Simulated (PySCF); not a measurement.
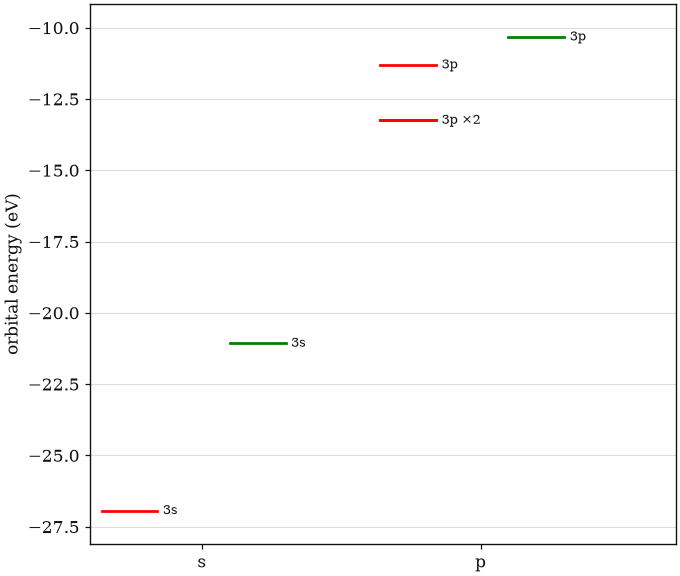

Fig. 1: Orbital energies of the mean field, from the top down to −26.9 eV, by angular momentum, α spin at the left of each column and β at the right; ×n counts the orbitals under one label. The highest filled orbital is 3p β at −10.3 eV, the lowest empty one p β at −0.0109 eV.

# Run report: S, atomic calculation

S, configuration 1s2 2s2 2p6 3s2 3p4, multiplicity 3. Computed at this level: unrestricted HF, aug-cc-pV(T+d)Z plus 1 even-tempered diffuse shell per l, non-relativistic, point nucleus (PySCF).

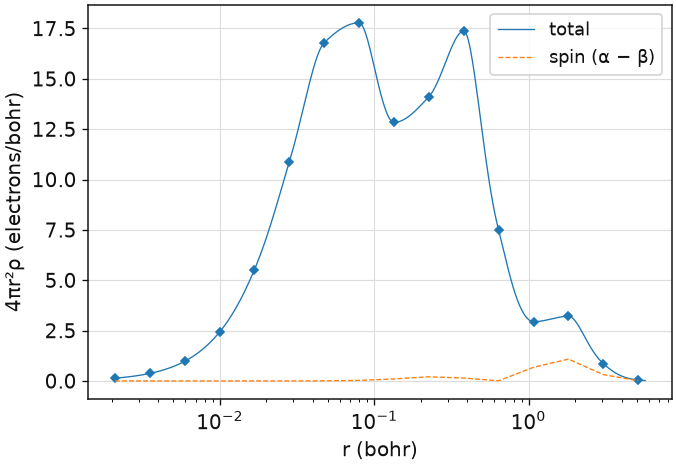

Fig. 2: Spherically averaged radial density 4πr²ρ of the mean field and its spin part; markers are the stored points, which are sparse, and the line is a monotone interpolation between them. The largest stored value is 17.8 electrons/bohr at r = 0.080 bohr. Root-mean-square radii of the shells: 1s 0.113, 2p 0.492, 2s 0.518, 3s 1.86, 3p 2.25 bohr.

Input and output of the run follow.

Input:
```python
from pyscf import gto, scf, dft, mp, cc
import basis_set_exchange as bse
mol = gto.M(atom="S 0 0 0", charge=0, spin=2, symmetry="D2h",
            basis=gto.basis.parse(bse.get_basis("aug-cc-pV(T+d)Z", elements=["S"], fmt="nwchem", augment_diffuse=1)))
mf = scf.UHF(mol)
mf.irrep_nelec = {'Ag': (3, 3), 'B1u': (2, 1), 'B2u': (2, 2), 'B3u': (2, 1)}
mf.kernel()
```

The script is an equivalent of what the driver set up; the driver started from orbitals of its own, so the log can be shorter than this script's would be, and it computed the properties (radii, ⟨L²⟩, response) afterwards. It held the occupations shell by shell, which the script's counts by irreducible representation don't always enforce.

Log (extracts):
```
damping factor = 0
level_shift factor = 0
DIIS = <class 'pyscf.scf.diis.CDIIS'>
diis_start_cycle = 1
diis_space = 10
diis_damp = 0
SCF conv_tol = 1e-09
SCF conv_tol_grad = None
number electrons alpha = 9  beta = 7
cycle= 1 E= -397.508920839799  delta_E= -0.00564  |g|= 0.0312  |ddm|= 0.056
cycle= 2 E= -397.50979784271  delta_E= -0.000877  |g|= 0.0132  |ddm|= 0.0273
cycle= 3 E= -397.51000347808  delta_E= -0.000206  |g|= 0.00139  |ddm|= 0.0263
cycle= 4 E= -397.510007509348  delta_E= -4.03e-06  |g|= 0.000478  |ddm|= 0.00697
cycle= 5 E= -397.510008009888  delta_E= -5.01e-07  |g|= 0.000104  |ddm|= 0.00297
cycle= 6 E= -397.510008026951  delta_E= -1.71e-08  |g|= 2.67e-05  |ddm|= 0.000537
cycle= 7 E= -397.510008028036  delta_E= -1.08e-09  |g|= 4.65e-06  |ddm|= 0.000137
cycle= 8 E= -397.510008028069  delta_E= -3.27e-11  |g|= 6.44e-07  |ddm|= 2.27e-05
converged SCF energy = -397.510008028069  <S^2> = 2.0134076  2S+1 = 3.0089252
```

Summary:

| quantity | value |
| --- | --- |
| outcome | converged |
| total energy | −397.510008 hartree |
| kinetic energy | 397.496514 hartree |
| −E/T (1 by the virial theorem at the basis-set limit) | 1.0000 |
| ⟨S²⟩ | 2.013 |
| ⟨L²⟩ | 2.05 |
| SCF iterations | 8 |
| hardware | 1 CPU thread, shared host |
| CPU time | 1.8 s (integrals apart) |
